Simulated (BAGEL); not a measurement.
# GeSe (Germanium monoselenide) at HF/3-21G (density fitting with qzvpp-jkfit)

Aim: the energy change on altering one bond length of GeSe (Germanium monoselenide) at HF/3-21G (density fitting with qzvpp-jkfit), from 2 runs. 

The results are computed with BAGEL 1.2.2.

7 further runs of the same task are left out: 1 that didn't finish, 6 set aside as unsound or not needed.

### Step 1. The molecule

GeSe has 2 atoms, charge 0, and is taken as a singlet. SMILES: `[Ge-]#[Se+]`. Geometry: the measured bond length.

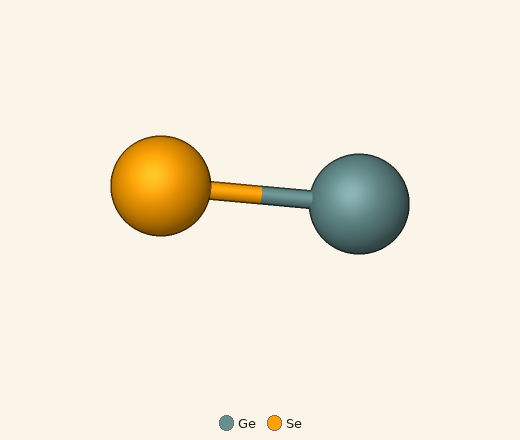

The structure, seen from a chosen angle (germanium teal, selenium orange).

### Step 2. A single-point energy at HF/3-21G (density fitting with qzvpp-jkfit)

hf.json

```json
{ "bagel": [

{
  "title": "molecule",
  "basis": "3-21g",
  "df_basis": "qzvpp-jkfit",
  "angstrom": "true",
  "geometry": [
    { "atom": "Ge", "xyz": [    0.000000,    0.000000,    0.000000 ] },
    { "atom": "Se", "xyz": [    0.000000,    0.000000,    2.134629 ] }
  ]
},
{
  "title": "hf"
},
{
  "title": "print",
  "file": "orbitals.molden",
  "orbitals": "true"
}

]}
```

Command:

```bash
BAGEL_NUM_THREADS=1 BAGEL hf.json > hf.out
```

The log of the run:

```text
* using 1 threads per process

  ===============================================================
  ===============================================================

  *** Geometry ***

  { "atom" : "Ge", "xyz" : [      0.000000,      0.000000,      0.000000 ] },
  { "atom" : "Se", "xyz" : [      0.000000,      0.000000,      4.033864 ] },

  Number of auxiliary basis functions:      532

  Since a DF basis is specified, we compute 2- and 3-index integrals:
    o Being stored without compression. Storage requirement is 0.008 GB

  Number of basis functions:       44
  Number of electrons      :       66

    * METHOD: MOLECULE                             0.17

  *** RHF ***

  === Nuclear Repulsion ===
   269.7165667706

      * DIIS with orbital gradients will be used.

  === RHF iteration (3-21g) ===
      0      -4453.78256020          0.01110370           0.05
      1      -4453.79635153          0.01159453           0.05
      2      -4453.83620909          0.00048257           0.05
      3      -4453.83641435          0.00009560           0.05
      4      -4453.83641968          0.00001548           0.05
      5      -4453.83641997          0.00000528           0.05
      6      -4453.83642000          0.00000099           0.05
      7      -4453.83642000          0.00000011           0.05
      8      -4453.83642000          0.00000002           0.05
      9      -4453.83642000          0.00000000           0.05
    * SCF iteration converged.

    * Permanent dipole moment:
           (    0.000000,     0.000000,     1.062798) a.u.

    * METHOD: HF                                   0.65

    * METHOD: PRINT                                0.00

  ===============================================================
```

Run time: 0.99 s. Hardware: 1 thread of Arm Neoverse V2, shared host.

### Step 3. The distorted shape, same level

job.json

```json
{ "bagel": [

{
  "title": "molecule",
  "basis": "3-21g",
  "df_basis": "qzvpp-jkfit",
  "angstrom": true,
  "geometry": [
    { "atom": "Ge", "xyz": [    0.000000,    0.000000,   -0.320171 ] },
    { "atom": "Se", "xyz": [    0.000000,    0.000000,    2.134629 ] }
  ]
},
{
  "title": "hf"
},
{
  "title": "print",
  "file": "orbitals.molden",
  "orbitals": true
}

]}
```

Command:

```bash
BAGEL_NUM_THREADS=1 BAGEL job.json > job.out
```

The log of the run:

```text
* using 1 threads per process

  ===============================================================
  ===============================================================

  *** Geometry ***

  { "atom" : "Ge", "xyz" : [      0.000000,      0.000000,     -0.605036 ] },
  { "atom" : "Se", "xyz" : [      0.000000,      0.000000,      4.033864 ] },

  Number of auxiliary basis functions:      532

  Since a DF basis is specified, we compute 2- and 3-index integrals:
    o Being stored without compression. Storage requirement is 0.008 GB

  Number of basis functions:       44
  Number of electrons      :       66

    * METHOD: MOLECULE                             0.17

  *** RHF ***

  === Nuclear Repulsion ===
   234.5383759202

      * DIIS with orbital gradients will be used.

  === RHF iteration (3-21g) ===
      0      -4453.70384808          0.01566225           0.05
      1      -4453.58203256          0.03028694           0.05
      2      -4453.81430696          0.00186940           0.05
      3      -4453.81571691          0.00035984           0.05
      4      -4453.81579703          0.00019851           0.05
      5      -4453.81582892          0.00006816           0.05
      6      -4453.81583592          0.00000500           0.05
      7      -4453.81583596          0.00000037           0.05
      8      -4453.81583596          0.00000005           0.05
      9      -4453.81583596          0.00000001           0.05
    * SCF iteration converged.

    * Permanent dipole moment:
           (    0.000000,    -0.000000,     1.631921) a.u.

    * METHOD: HF                                   0.65

    * METHOD: PRINT                                0.00

  ===============================================================
```

Run time: 0.99 s. Hardware: 1 thread of Arm Neoverse V2, shared host.

### Step 4. Summary of results

Level: HF/3-21G (density fitting with qzvpp-jkfit).

```
                                                           quantity           value
                                          first shape: total energy  -4453.83642 Eh
                                         first shape: dipole moment          2.70 D
                                           first shape: HOMO energy        -9.66 eV
                                           first shape: LUMO energy         0.36 eV
                                         first shape: HOMO–LUMO gap        10.02 eV
                                      distorted shape: total energy  -4453.81584 Eh
                                     distorted shape: dipole moment          4.15 D
                                       distorted shape: HOMO energy        -8.69 eV
                                       distorted shape: LUMO energy        -0.36 eV
                                     distorted shape: HOMO–LUMO gap         8.33 eV
energy change with the Ge1–Se2 bond stretched from 2.135 to 2.455 Å        0.560 eV
```

**Reading.** With the Ge1–Se2 bond stretched from 2.135 to 2.455 Å the energy rises by 0.56 eV (12.9 kcal/mol). The first shape isn't relaxed at this level, so the change isn't measured from a minimum.
